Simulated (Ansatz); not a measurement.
**CCSDTQ/STO-3G run of BCl3 (boron trichloride)**

What is the electronic atomisation energy of BCl3 (boron trichloride) at CCSDTQ/STO-3G? 

The calculation is run with Ansatz 0.2.0.

37 further runs of the same task are left out: 4 that didn't finish, 33 set aside as unsound or not needed.

## 1. Starting point

BCl3 has 4 atoms, charge 0, and is taken as a singlet. SMILES: `ClB(Cl)Cl`. The coordinates come from a PBE0-D4/def2-TZVP relaxation.

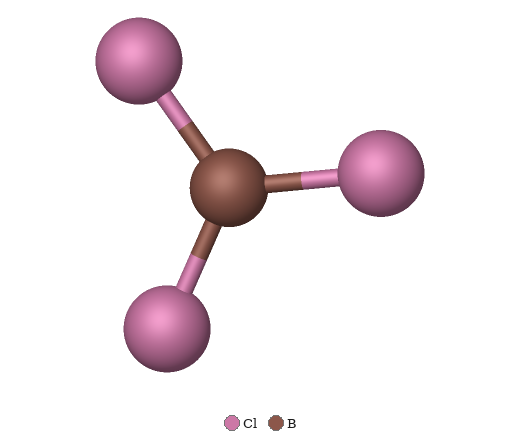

Viewed from a chosen angle; chlorine pink, boron brown.

## 2. A single-point energy at CCSDTQ/STO-3G

The input, molecule.yaml:

```yaml
crystal:
  periodic: [false, false, false]
  atoms:
    - {symbol: Cl, position_ang: [-0.257920, 0.516440, 1.638340]}
    - {symbol: B, position_ang: [-0.000000, 0.000000, -0.000010]}
    - {symbol: Cl, position_ang: [0.942010, -1.423060, -0.324000]}
    - {symbol: Cl, position_ang: [-0.684100, 0.906610, -1.314320]}
basis:
  gaussian: {orbitals: STO-3G}
accuracy: high
correlation: {method: ccsdtq, frozen_orbitals: {B: 1, Cl: 5}}
scf: {omitted_lower_state_checks: [cluster_reference, increment]}
```

On the command line:

```
ansatz run molecule.yaml --threads 1 --pin off --max-ram 3480MiB --events-out events.jsonl --progress --plain --runs-dir runs
```

The log of the run:

```text
Warning: RAYON_NUM_THREADS=1 ignored (pool sized by the plan → 1); use --threads N
[... 11 lines left out ...]
16 core orbitals not correlated: weight in the atoms' cores, before any rotation towards them, 1.000 or more for the frozen orbitals, at most 0.000 for the correlated occupied ones
[... 22 lines left out ...]
Total energy: -37777.72612930 eV, -1388.3058285893 hartree
Checks for a lower state left out: cluster_reference, increment
```

Wall time 15 s (1 thread of Arm Neoverse V2, shared host); peak memory 0.27 GiB.

## 3. The B atom, same level

The input, job.yaml:

```yaml
crystal:
  periodic: [false, false, false]
  atoms:
    - {symbol: B, position_ang: [0.000000, 0.000000, 0.000000]}
basis:
  gaussian: {orbitals: STO-3G}
accuracy: high
scf: {omitted_lower_state_checks: [cluster_reference, increment]}
magnetization: {spin_polarized: true, initial_magnetization: 1}
correlation: {method: ccsdtq, frozen_orbitals: {B: 1}}
```

Run the same way, it converges to -24.18899 Eh (log not shown).

## 4. The Cl atom at the same level

The input, molecule.yaml:

```yaml
crystal:
  periodic: [false, false, false]
  atoms:
    - symbol: Cl
      position_ang: [0.000000, 0.000000, 0.000000]
basis:
  gaussian: {orbitals: STO-3G}
scf: {omitted_lower_state_checks: [cluster_reference, increment]}
correlation: {method: ccsdtq, frozen_orbitals: {Cl: 5}}
magnetization: {spin_polarized: true, initial_magnetization: 1}
accuracy: high
```

Run the same way, it converges to -454.54219 Eh (log not shown).

## 5. Summary of results

At CCSDTQ/STO-3G, 16 core orbitals frozen:

| quantity | value |
| --- | --- |
| molecule: total energy | -1388.30583 Eh |
| molecule: correlation energy (16 core orbitals frozen) | -78.0 mEh |
| molecule: T1 diagnostic | 0.010 |
| B atom: total energy | -24.18899 Eh |
| B atom: correlation energy (1 core orbital frozen) | -40.0 mEh |
| B atom: ⟨S²⟩ of the reference determinant | 0.750 |
| B atom: T1 diagnostic | 0.000 |
| Cl atom: total energy | -454.54219 Eh |
| Cl atom: correlation energy (5 core orbitals frozen) | 0.0 mEh |
| Cl atom: ⟨S²⟩ of the reference determinant | 0.750 |
| Cl atom: T1 diagnostic | 0.000 |
| electronic atomisation energy | 13.341 eV |

**Reading.** Taking the molecule apart into free atoms costs 13.34 eV (1287 kJ/mol), before zero-point energy and without spin-orbit coupling. In a minimal basis such a difference can be off by several eV, whatever the method.
